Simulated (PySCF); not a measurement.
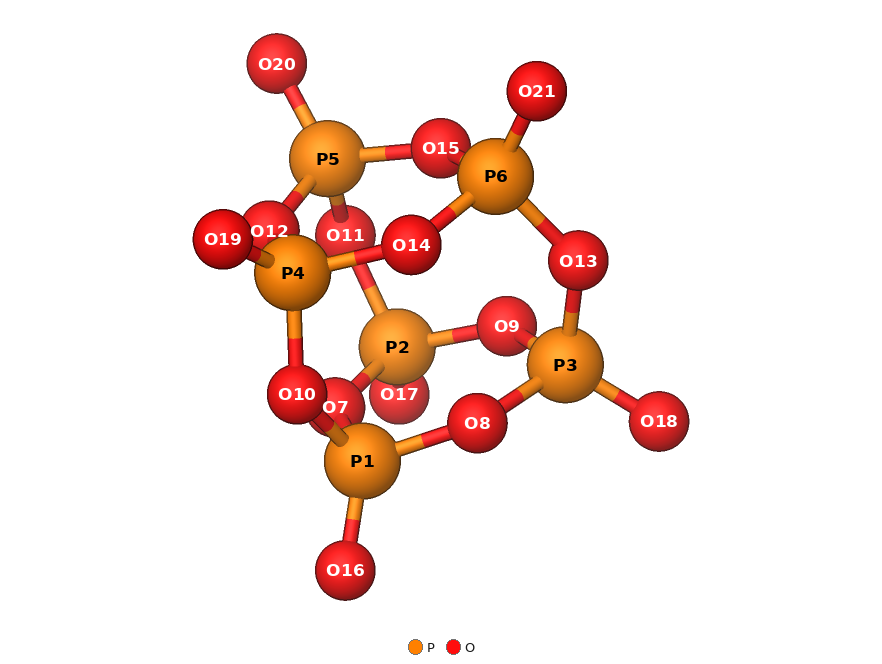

The geometry was computed by an optimisation with GFN2-xTB. No frequency run is at hand to confirm it as a minimum. Level of theory: delta-SCF UKS SCAN, pcX-2 on the ionised atom, pcseg-1 elsewhere, spin-free X2C (atomic blocks) (PySCF 2.14.0).

Give the core-electron binding energies (to vacuum; p and d levels without spin–orbit splitting) of P4 1s, P4 2p.

```
atom  level  binding energy (eV)
  P4     1s               2157.2
  P4     2p                143.1
```

The geometry is semi-empirical. Around P such bond lengths and angles can be off by a tenth of an ångström or more and by several degrees, and values that hang on the shape move with them.
